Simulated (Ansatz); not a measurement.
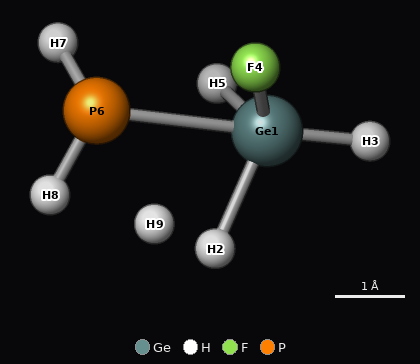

**Figure 1.** The structure as given in the input (ball-and-stick view, seen at a tilt; atoms are numbered from 1 in the order of the input). Sticks mark near contacts. Bond lengths as drawn: F–Ge 1.68 Å, Ge–H 1.55 to 1.90 Å, Ge–P 2.57 Å and H–P 1.42 Å.

# Run report: GePH$_{6}$F, geometry relaxation

- system: GePH$_{6}$F
- method: RKS B3LYP-D4/def2-SVP (Ansatz 0.2.0)

The input holds or restrains some coordinates. Forces given for the steps count only the free coordinates. It belongs to a series of runs on one base structure; here: pulled along the bonds that form and break, towards end A. Figures and captions count atoms from 1; the log counts them from 0 in places.

The input:
```yaml
crystal:
  periodic: [false, false, false]
  atoms:
    - { symbol: Ge, position_ang: [0.0, 0.0, 0.0] }
    - { symbol: H, position_ang: [0.0, 0.0, 1.9] }
    - { symbol: H, position_ang: [1.4616, 0.0, -0.5162] }
    - { symbol: F, position_ang: [-0.7913, 1.3709, -0.5594] }
    - { symbol: H, position_ang: [-0.73, -1.2648, -0.5162] }
    - { symbol: P, position_ang: [-2.4389, 0.0078, 0.8104] }
    - { symbol: H, position_ang: [-3.2078, -0.876, 0.0078] }
    - { symbol: H, position_ang: [-2.4899, -0.4177, 2.1642] }
    - { symbol: H, position_ang: [-0.9744, 0.0031, 1.9571] }
basis:
  gaussian: { orbitals: def2-SVP }
hamiltonian:
  xc: b3lyp
  dispersion: d4
relax:
  f_tol: 0.15
  max_steps: 25
  restrain:
    - { distance: [0, 5], at: 3.47, k: 30.0 }
    - { distance: [8, 1], at: 1.86, k: 30.0 }
    - { distance: [0, 1], at: 1.55, k: 30.0 }
    - { distance: [8, 5], at: 1.42, k: 30.0 }
output:
  orbitals: {}
```

Run on 2 threads of Arm Neoverse V1, 24 GiB of memory available, shared host.

Run as:
```bash
ansatz run input.yaml --threads 2 --pin off --max-ram 3072MiB --backend cpu --events-out ev --progress --plain --runs-dir out
```

Log:
```
The last accepted step is kept in [file] (removed where the run ends without a failure and the disk answers)
Engine: ansatz 0.2.0, aarch64-unknown-linux-gnu
Functional definition: B3LYP
  parameter a0 = 0.2
  parameter ax = 0.72
  parameter ac = 0.81
  exchange = (1 - a0 - ax)*slater_x + ax*b88_x + a0*exact_x
  correlation = (1 - ac)*vwn_rpa_c + ac*lyp_c
991 factors; integrals over basis functions are off by at most 5.0e-4 eV
mean field evaluation 1: about -68602.7787 eV, gradient 4.0e1 eV
mean field evaluation 2: about -68580.5014 eV, gradient 9.0e1 eV
mean field evaluation 4: about -68605.8578 eV, gradient 3.7e0 eV
mean field evaluation 8: about -68605.9066 eV, gradient 3.2e-1 eV
mean field evaluation 16: about -68605.9071 eV, gradient 6.4e-5 eV
mean field -68605.90705799 eV, -2521.2205816270 hartree, gradient 6.4e-5 eV, S^2 0.000000; 0 other end points of the search recorded, 0 dependent functions left out
the calculation of the forces begins
reference -68605.90730057 eV, -2521.2205905417 hartree; 31, 31 occupied and 63, 63 virtual orbitals, 991 factors
relax step   1: F+E_penalty+E_count = -68606.20782293 eV  Δ(F+E_penalty+E_count) = +0.000e0 eV  max|allowed force component| = 2.732e0 eV/Å  E_restraint = 28.61092999 eV  max|allowed force component, restraints' pulls added| = 3.656e1 eV/Å  Δτ_max = 0.0000 Å  (28 SCF iters, accepted)
  distance Ge 0 - P 5 = 2.5700 Å
  distance H 8 - H 1 = 0.9761 Å
  distance Ge 0 - H 1 = 1.9000 Å
  distance H 8 - P 5 = 1.8600 Å
these checks for a lower state are left out or cut short: starts, cluster_reference, orbital_swaps, neighbouring_geometries, increment
991 factors; integrals over basis functions are off by at most 7.2e-4 eV
mean field -68606.93244629 eV, -2521.2582639520 hartree, gradient 7.8e-5 eV, S^2 0.000000; 0 other end points of the search recorded, 0 dependent functions left out
the calculation of the forces begins
reference -68606.93268847 eV, -2521.2582728521 hartree; 31, 31 occupied and 63, 63 virtual orbitals, 991 factors
relax step   2: F+E_penalty+E_count = -68607.21679465 eV  Δ(F+E_penalty+E_count) = -1.009e0 eV  max|allowed force component| = 3.234e0 eV/Å  E_restraint = 13.09526843 eV  max|allowed force component, restraints' pulls added| = 2.466e1 eV/Å  Δτ_max = 0.1966 Å  (30 SCF iters, accepted)
  distance Ge 0 - P 5 = 2.8303 Å
  distance H 8 - H 1 = 1.3030 Å
  distance Ge 0 - H 1 = 1.8041 Å
  distance H 8 - P 5 = 1.7183 Å
these checks for a lower state are left out or cut short: starts, cluster_reference, orbital_swaps, neighbouring_geometries, increment
991 factors; integrals over basis functions are off by at most 9.3e-4 eV
mean field -68607.99987046 eV, -2521.2974910668 hartree, gradient 8.4e-5 eV, S^2 0.000000; 0 other end points of the search recorded, 0 dependent functions left out
the calculation of the forces begins
reference -68608.00011570 eV, -2521.2975000793 hartree; 31, 31 occupied and 63, 63 virtual orbitals, 991 factors
relax step   3: F+E_penalty+E_count = -68608.27284305 eV  Δ(F+E_penalty+E_count) = -1.056e0 eV  max|allowed force component| = 4.284e0 eV/Å  E_restraint = 3.72636505 eV  max|allowed force component, restraints' pulls added| = 1.137e1 eV/Å  Δτ_max = 0.1974 Å  (29 SCF iters, accepted)
  distance Ge 0 - P 5 = 3.0811 Å
  distance H 8 - H 1 = 1.6149 Å
  distance Ge 0 - H 1 = 1.6688 Å
  distance H 8 - P 5 = 1.5715 Å
these checks for a lower state are left out or cut short: starts, cluster_reference, orbital_swaps, neighbouring_geometries, increment
991 factors; integrals over basis functions are off by at most 9.8e-4 eV
mean field evaluation 32: about -68609.4599 eV, gradient 2.1e-1 eV
mean field -68609.46696690 eV, -2521.3514058665 hartree, gradient 1.3e-5 eV, S^2 0.000000; 0 other end points of the search recorded, 0 dependent functions left out
the calculation of the forces begins
reference -68609.46721309 eV, -2521.3514149138 hartree; 31, 31 occupied and 63, 63 virtual orbitals, 991 factors
relax step   4: F+E_penalty+E_count = -68609.73037652 eV  Δ(F+E_penalty+E_count) = -1.458e0 eV  max|allowed force component| = 3.350e0 eV/Å  E_restraint = 0.54368242 eV  max|allowed force component, restraints' pulls added| = 3.548e0 eV/Å  Δτ_max = 0.1947 Å  (27 SCF iters, accepted)
  distance Ge 0 - P 5 = 3.3042 Å
  distance H 8 - H 1 = 1.8104 Å
  distance Ge 0 - H 1 = 1.5737 Å
  distance H 8 - P 5 = 1.4958 Å
these checks for a lower state are left out or cut short: starts, cluster_reference, orbital_swaps, neighbouring_geometries, increment
991 factors; integrals over basis functions are off by at most 9.9e-4 eV
mean field -68610.59034298 eV, -2521.3926891759 hartree, gradient 6.2e-6 eV, S^2 0.000000; 0 other end points of the search recorded, 0 dependent functions left out
the calculation of the forces begins
reference -68610.59058970 eV, -2521.3926982429 hartree; 31, 31 occupied and 63, 63 virtual orbitals, 991 factors
relax step   5: F+E_penalty+E_count = -68610.84719286 eV  Δ(F+E_penalty+E_count) = -1.117e0 eV  max|allowed force component| = 1.388e0 eV/Å  E_restraint = 0.06297111 eV  max|allowed force component, restraints' pulls added| = 1.917e0 eV/Å  Δτ_max = 0.1948 Å  (27 SCF iters, accepted)
  distance Ge 0 - P 5 = 3.4281 Å
  distance H 8 - H 1 = 1.8616 Å
  distance Ge 0 - H 1 = 1.5572 Å
  distance H 8 - P 5 = 1.4689 Å
these checks for a lower state are left out or cut short: starts, cluster_reference, orbital_swaps, neighbouring_geometries, increment
991 factors; integrals over basis functions are off by at most 9.9e-4 eV
mean field -68611.09579984 eV, -2521.4112643729 hartree, gradient 8.4e-5 eV, S^2 0.000000; 0 other end points of the search recorded, 0 dependent functions left out
the calculation of the forces begins
reference -68611.09604725 eV, -2521.4112734650 hartree; 31, 31 occupied and 63, 63 virtual orbitals, 991 factors
relax step   6: F+E_penalty+E_count = -68611.34898491 eV  Δ(F+E_penalty+E_count) = -5.018e-1 eV  max|allowed force component| = 6.815e-1 eV/Å  E_restraint = 0.01004140 eV  max|allowed force component, restraints' pulls added| = 9.021e-1 eV/Å  Δτ_max = 0.1948 Å  (24 SCF iters, accepted)
  distance Ge 0 - P 5 = 3.4680 Å
  distance H 8 - H 1 = 1.8726 Å
  distance Ge 0 - H 1 = 1.5486 Å
  distance H 8 - P 5 = 1.4424 Å
these checks for a lower state are left out or cut short: starts, cluster_reference, orbital_swaps, neighbouring_geometries, increment
991 factors; integrals over basis functions are off by at most 1.0e-3 eV
mean field -68611.25467565 eV, -2521.4171029515 hartree, gradient 1.7e-5 eV, S^2 0.000000; 0 other end points of the search recorded, 0 dependent functions left out
the calculation of the forces begins
reference -68611.25492434 eV, -2521.4171120905 hartree; 31, 31 occupied and 63, 63 virtual orbitals, 991 factors
relax step   7: F+E_penalty+E_count = -68611.50709618 eV  Δ(F+E_penalty+E_count) = -1.581e-1 eV  max|allowed force component| = 3.629e-1 eV/Å  E_restraint = 0.00503275 eV  max|allowed force component, restraints' pulls added| = 4.161e-1 eV/Å  Δτ_max = 0.1998 Å  (25 SCF iters, accepted)
  distance Ge 0 - P 5 = 3.4805 Å
  distance H 8 - H 1 = 1.8716 Å
  distance Ge 0 - H 1 = 1.5460 Å
  distance H 8 - P 5 = 1.4286 Å
these checks for a lower state are left out or cut short: starts, cluster_reference, orbital_swaps, neighbouring_geometries, increment
991 factors; integrals over basis functions are off by at most 1.0e-3 eV
mean field -68611.30722979 eV, -2521.4190342806 hartree, gradient 2.3e-5 eV, S^2 0.000000; 0 other end points of the search recorded, 0 dependent functions left out
the calculation of the forces begins
reference -68611.30747970 eV, -2521.4190434643 hartree; 31, 31 occupied and 63, 63 virtual orbitals, 991 factors
relax step   8: F+E_penalty+E_count = -68611.55808231 eV  Δ(F+E_penalty+E_count) = -5.099e-2 eV  max|allowed force component| = 5.329e-1 eV/Å  E_restraint = 0.00650207 eV  max|allowed force component, restraints' pulls added| = 8.416e-2 eV/Å  Δτ_max = 0.1999 Å  (26 SCF iters, accepted)
  distance Ge 0 - P 5 = 3.4875 Å
  distance H 8 - H 1 = 1.8702 Å
  distance Ge 0 - H 1 = 1.5454 Å
  distance H 8 - P 5 = 1.4217 Å
991 factors; integrals over basis functions are off by at most 1.0e-3 eV
mean field evaluation 64: about -68611.3002 eV, gradient 7.2e-2 eV
```

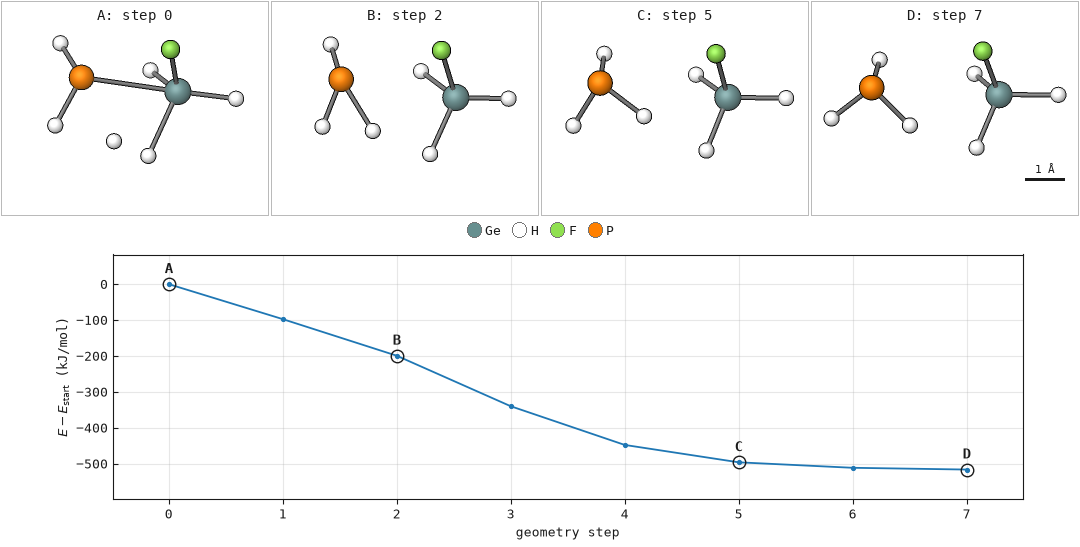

**Figure 2.** Frames of the restrained relaxation (ball-and-stick view, seen at a tilt) above the curves, on which the letters mark them (the first geometry is step 0 here and step 1 in the log).

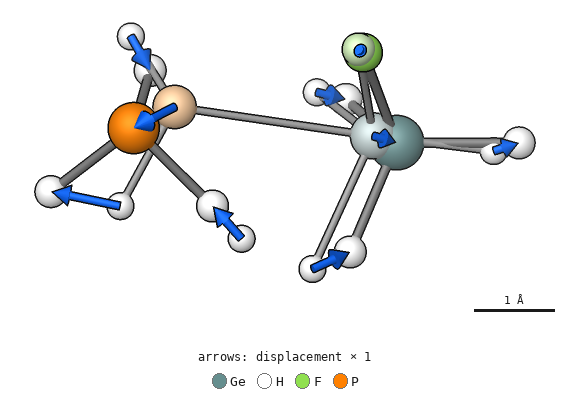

**Figure 3.** Start (faint) and end (solid) with the displacements as blue arrows, at true length (ball-and-stick view, seen at a tilt). The two geometries are laid on each other by the best rigid fit. The energy falls by 516.2 kJ/mol in 7 geometry steps. The largest force component goes from 2.7 to 0.53 eV/Å. The largest move after the best rigid fit is that of H8, 0.89 Å. By element the largest moves are H 0.89 Å, P 0.74 Å, Ge 0.34 Å, F 0.17 Å. Among the contacts that change: Ge1–P6 2.570 → 3.487 Å, P6–H9 1.860 → 1.422 Å, Ge1–H2 1.900 → 1.545 Å, Ge1–F4 1.679 → 1.750 Å. New bonds form: P6–H9 (1.86 → 1.42 Å). Bonds break: Ge1–P6 (2.57 → 3.49 Å). Among the angles that change: H7–P6–H8 109.4° → 92.0°, H3–Ge1–F4 109.5° → 105.8°, H2–Ge1–H3 109.5° → 112.7°. (Atoms are counted from 1 in the order of the input.)

```
mean field -68611.30722979 eV, -2521.4190342806 hartree, gradient 2.3e-5 eV, S^2 0.000000; 1 other end points of the search recorded, 0 dependent functions left out
the calculation of the forces begins
reference -68611.30747970 eV, -2521.4190434643 hartree; 31, 31 occupied and 63, 63 virtual orbitals, 991 factors
Total energy: -68611.55833221 eV, -2521.4282621243 hartree
Atom 0 at     0.317944    -0.093146    -0.074009 Å, force     0.470125    -0.088226    -0.045537 eV/Å
Atom 1 at     0.347961    -0.055843     1.470665 Å, force     0.262910    -0.010092    -0.238412 eV/Å
Atom 2 at     1.698115     0.180873    -0.701445 Å, force    -0.000828     0.011731    -0.001281 eV/Å
Atom 3 at    -0.714317     1.219724    -0.598218 Å, force    -0.069986     0.036939     0.033629 eV/Å
Atom 4 at    -0.317705    -1.383266    -0.612151 Å, force    -0.001770    -0.034186     0.020046 eV/Å
Atom 5 at    -2.843961     0.276365     1.350203 Å, force    -0.532856     0.021001     0.220792 eV/Å
Atom 6 at    -2.817679    -0.726872     0.334096 Å, force     0.071837     0.016268    -0.014882 eV/Å
Atom 7 at    -3.343590    -0.653668     2.327197 Å, force     0.007034     0.084158    -0.059095 eV/Å
Atom 8 at    -1.497468     0.059134     1.751362 Å, force    -0.206466    -0.037595     0.084741 eV/Å
Dipole moment:     0.335577    -0.436404     0.128304 e Å
```

Trajectory as extended XYZ (Å, eV, eV/Å), 8 frames, from step=1 to step=8:
```
9
Properties=species:S:1:pos:R:3:forces:R:3 step=1 energy=-68606.20782
Ge    0.0000    0.0000    0.0000    0.4857  -2.2829   1.0561
H     0.0000    0.0000    1.9000    0.8214   0.0127  -0.4591
H     1.4616    0.0000   -0.5162    0.5798   0.6876  -0.0275
F    -0.7913    1.3709   -0.5594    0.5173   2.6040  -1.5671
H    -0.7300   -1.2648   -0.5162    0.6457  -0.3089   0.4191
P    -2.4389    0.0078    0.8104   -2.7323   1.9728   1.1582
H    -3.2078   -0.8760    0.0078    0.3564  -1.0820   0.3982
H    -2.4899   -0.4177    2.1642   -0.9812  -0.3815   0.5543
H    -0.9744    0.0031    1.9571    0.3071  -1.2217  -1.5323
9
Properties=species:S:1:pos:R:3:forces:R:3 step=2 energy=-68607.21680
Ge    0.1269   -0.0013    0.0151   -0.9097  -1.3062   2.0057
H     0.1376   -0.0004    1.8191    0.7214  -0.0337  -2.0785
H     1.4825    0.0066   -0.5216    1.8012   0.4803  -0.9446
F    -0.7704    1.3679   -0.5612    0.7588   0.5959  -0.4165
H    -0.7175   -1.2616   -0.5086    0.6954   0.5868   0.6877
P    -2.5603    0.0326    0.9029   -1.3900   3.2337   1.0178
H    -3.2054   -0.8857    0.0137    0.9926  -1.3699   0.5199
H    -2.5015   -0.4272    2.1866   -1.9647  -1.3278   1.7499
H    -1.1627   -0.0076    1.9018   -0.7052  -0.8591  -2.5413
9
Properties=species:S:1:pos:R:3:forces:R:3 step=3 energy=-68608.27284
Ge    0.2563   -0.0097    0.0475   -4.2837  -0.7841   1.6921
H     0.2606    0.0017    1.7163    0.5844   0.0147  -1.7317
H     1.5194    0.0101   -0.5449    3.1078   0.4008  -1.5691
F    -0.7559    1.3514   -0.5526    1.3020  -0.5064   0.2257
H    -0.7085   -1.2439   -0.4967    1.2769   0.8970   0.6896
P    -2.6735    0.0817    0.9968   -0.9364   2.9765  -0.1417
H    -3.1810   -0.9016    0.0257    1.4140  -0.6474   0.9502
H    -2.5385   -0.4535    2.2173   -2.2545  -2.0903   2.5080
H    -1.3496   -0.0128    1.8383   -0.2105  -0.2607  -2.6232
9
Properties=species:S:1:pos:R:3:forces:R:3 step=4 energy=-68609.73038
Ge    0.3088   -0.0467    0.0551   -3.3499   0.0297   0.1712
H     0.3396    0.0034    1.6277    0.3773  -0.0124  -0.6561
H     1.6004    0.0199   -0.5884    1.7721   0.2551  -0.9087
F    -0.7173    1.3340   -0.5400    1.2622  -0.7967   0.4279
H    -0.6594   -1.2196   -0.4796    1.0761   0.4688   0.4791
P    -2.8181    0.1568    1.1033   -0.3097   1.1882  -0.4535
H    -3.1231   -0.9052    0.0674    1.1413   0.3730   1.3469
H    -2.6336   -0.5245    2.2732   -1.9591  -1.8341   1.6887
H    -1.4680    0.0052    1.7289   -0.0103   0.3285  -2.0956
9
Properties=species:S:1:pos:R:3:forces:R:3 step=5 energy=-68610.84719
Ge    0.3122   -0.0704    0.0283   -1.3883   0.5513  -0.0247
H     0.3672   -0.0055    1.5832    0.3128  -0.0290  -0.3740
H     1.6570    0.0351   -0.6246    0.6641   0.0911  -0.3612
F    -0.6667    1.3278   -0.5313    0.8052  -0.5611   0.2647
H    -0.5966   -1.2221   -0.4613    0.4648  -0.1128   0.0930
P    -2.9008    0.2036    1.1916    0.4476  -0.2948  -0.0913
H    -3.0567   -0.8812    0.1499    0.5935   0.7562   1.1783
H    -2.7930   -0.6238    2.3252   -1.3389  -0.8417   0.5324
H    -1.4933    0.0598    1.5866   -0.5608   0.4407  -1.2171
9
Properties=species:S:1:pos:R:3:forces:R:3 step=6 energy=-68611.34899
Ge    0.3088   -0.0678    0.0023   -0.2440   0.2345  -0.0714
H     0.3741   -0.0058    1.5482    0.2837  -0.0136  -0.2273
H     1.6863    0.0438   -0.6468    0.1895   0.0198  -0.1416
F    -0.6199    1.3364   -0.5386    0.3267  -0.2169   0.0847
H    -0.5464   -1.2556   -0.4691    0.2476  -0.1000  -0.0135
P    -2.9123    0.2106    1.2569    0.1382  -0.5591   0.1731
H    -3.0016   -0.8476    0.2318    0.2819   0.5466   0.6815
H    -2.9657   -0.7066    2.3606   -0.6054  -0.1022  -0.0818
H    -1.4941    0.1159    1.5024   -0.6182   0.1910  -0.4037
9
Properties=species:S:1:pos:R:3:forces:R:3 step=7 energy=-68611.50710
Ge    0.3032   -0.0816   -0.0421    0.1689   0.0056   0.0161
H     0.3611   -0.0163    1.5014    0.2703   0.0050  -0.2112
H     1.6870    0.0967   -0.6799    0.0727  -0.0015  -0.0951
F    -0.6637    1.2814   -0.5845    0.0679  -0.0717   0.0554
H    -0.4573   -1.3332   -0.5093    0.1276  -0.0269  -0.0343
P    -2.8841    0.2456    1.3175   -0.2166  -0.3629   0.1940
H    -2.8550   -0.7485    0.2629    0.0760   0.2705   0.3366
H    -3.1616   -0.7359    2.3344   -0.2490   0.0723  -0.1537
H    -1.5002    0.1151    1.6473   -0.3177   0.1095  -0.1079
9
Properties=species:S:1:pos:R:3:forces:R:3 step=8 energy=-68611.55808
Ge    0.3179   -0.0931   -0.0740    0.4701  -0.0882  -0.0455
H     0.3480   -0.0558    1.4707    0.2629  -0.0101  -0.2384
H     1.6981    0.1809   -0.7014   -0.0008   0.0117  -0.0013
F    -0.7143    1.2197   -0.5982   -0.0700   0.0369   0.0336
H    -0.3177   -1.3833   -0.6122   -0.0018  -0.0342   0.0200
P    -2.8440    0.2764    1.3502   -0.5329   0.0210   0.2208
H    -2.8177   -0.7269    0.3341    0.0718   0.0163  -0.0149
H    -3.3436   -0.6537    2.3272    0.0070   0.0842  -0.0591
H    -1.4975    0.0591    1.7514   -0.2065  -0.0376   0.0847
```

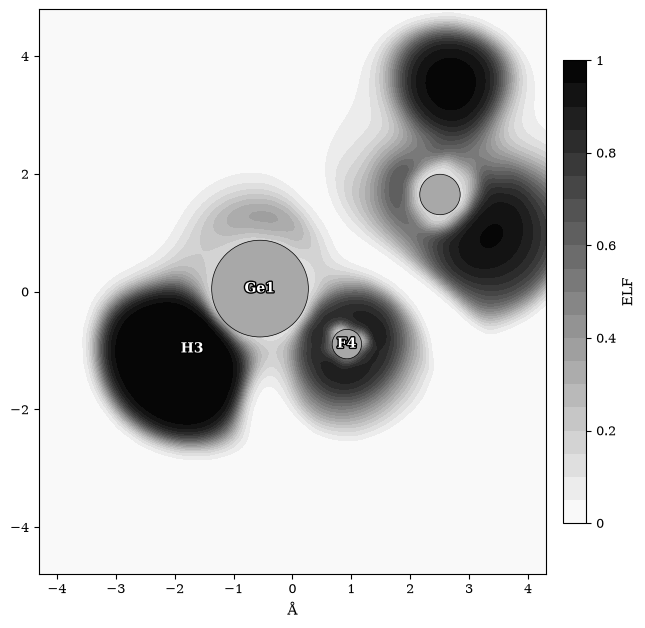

**Figure 4.** Electron localisation function on the plane of atoms H3, Ge1 and F4. Grey discs, where drawn, cover atomic cores. Atoms in the plane: Ge, H and F. Ge–F (1.75 Å): the ELF peaks at about 0.80 in the valence shell of F, 0.5 Å from its nucleus, and is about 0.20 at the midpoint. Ge–H (1.54 Å): the ELF climbs to about 1 towards the hydrogen, as it does in any bond to H.

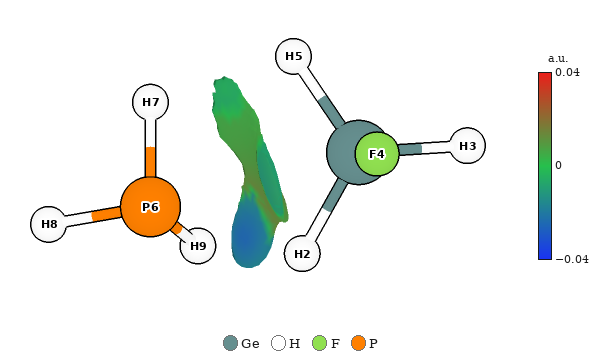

**Figure 5.** Non-covalent interaction (NCI) plot: the surface where the reduced density gradient is 0.5, for densities under 0.05 a.u., coloured by sign(λ₂)ρ; seen at an oblique angle.

Results in brief:

- outcome: converged under the restraints of the input
- total energy: −68611.5583 eV
- mean-field energy: −68611.3075 eV
- largest force (length of the vector) at the end, held atoms and coordinates included: 0.577 eV/Å
- wall time: 19 s (CPU time 37 s)
- peak memory: 0.19 GiB
